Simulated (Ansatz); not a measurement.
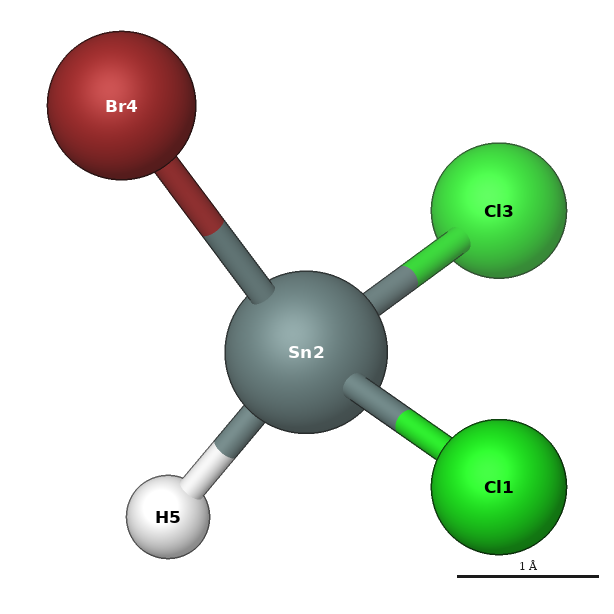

Source: calculation with Ansatz.

Numbered structure. State: charge +1, doublet. Geometry: the geometry of the neutral molecule.

Which atoms are bonded, and how long are the bonds?

```json
{"bond": "Cl1–Sn2", "length (Å)": "2.303"}
{"bond": "Sn2–Cl3", "length (Å)": "2.303"}
{"bond": "Sn2–Br4", "length (Å)": "2.448"}
{"bond": "Sn2–H5", "length (Å)": "1.693"}
```
